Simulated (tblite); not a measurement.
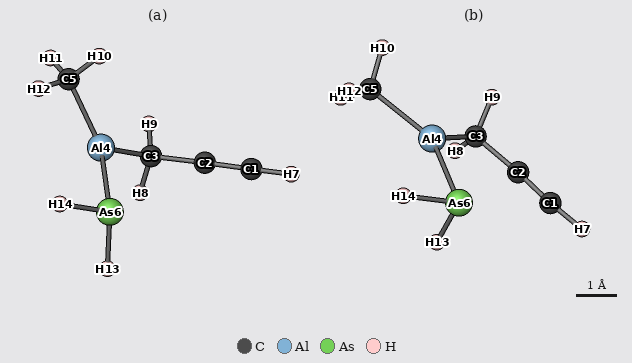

The structure of C4H8AlAs before (left) and after (right) a relaxation, at one scale.

Style: ball-and-stick. Shown at a tilt.

The calculation used GFN2-xTB geometry optimisation, gas phase (tblite 0.8.0). 

### Summarise the run.

The energy falls by 0.846 eV in 155 geometry steps. The atom that moves furthest after the best rigid fit is H7 (1.52 Å). By element the largest moves are H 1.52 Å, C 0.96 Å, As 0.88 Å, Al 0.57 Å. Some distances before and after: Al4–As6 2.461 → 2.414 Å, As6–H13 1.559 → 1.514 Å, C3–Al4 1.991 → 2.035 Å, As6–H14 1.557 → 1.519 Å. Among the angles between lasting bonds that change: Al4–As6–H13 107.7° → 83.3°, Al4–As6–H14 105.6° → 85.1°, H13–As6–H14 107.9° → 88.5°. The run took 1.8 s on 1 thread of Arm Neoverse N1 (shared host).
